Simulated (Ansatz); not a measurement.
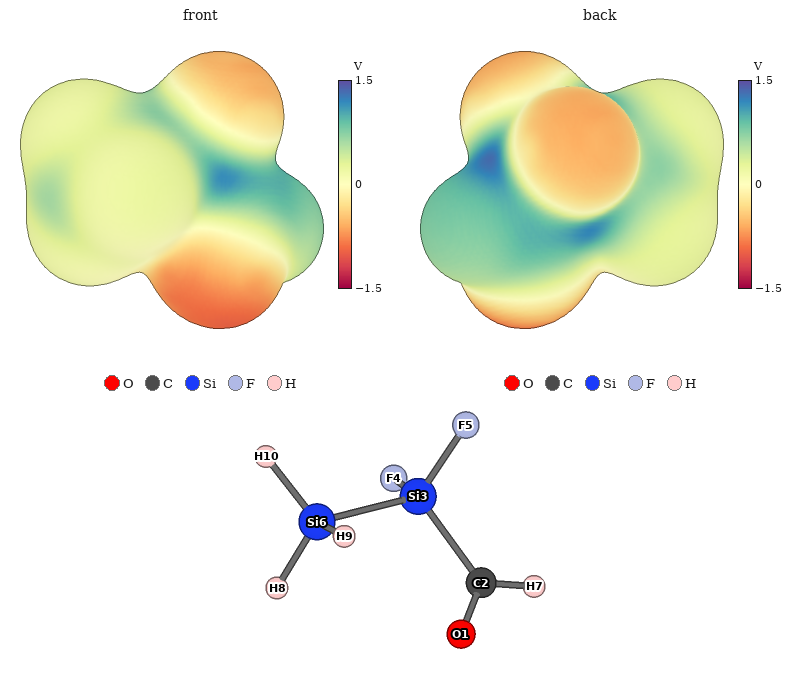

Figure. CH4F2OSi2. The molecular electrostatic potential painted on the density surface at 0.001 e/bohr³, seen from the front and from behind; red is negative and blue positive. The bare structure is drawn below in the same view.

These are results of RKS PBE-D4/def2-SVP in Ansatz, not measurements.

```yaml
atoms:
  - { symbol: O, position_ang: [1.2338, -1.6905, -0.7863] }
  - { symbol: C, position_ang: [0.7945, -0.8172, -1.5184] }
  - { symbol: Si, position_ang: [-0.2405, 0.5841, -0.6682] }
  - { symbol: F, position_ang: [-1.7208, 0.6557, -1.3655] }
  - { symbol: F, position_ang: [0.4740, 2.0278, -0.9648] }
  - { symbol: Si, position_ang: [-0.3443, 0.0840, 1.6250] }
  - { symbol: H, position_ang: [0.9938, -0.8432, -2.6357] }
  - { symbol: H, position_ang: [-1.0024, -1.2539, 1.8036] }
  - { symbol: H, position_ang: [1.0482, 0.0629, 2.1865] }
  - { symbol: H, position_ang: [-1.1532, 1.1392, 2.3269] }
```

Question: Where is the surface potential most negative and most positive?

Answer: The most negative region (about −0.9 V, or −21 kcal/mol for a unit charge) lies over O1, the most positive (about +1.2 V, or +28 kcal/mol for a unit charge) over Si3.
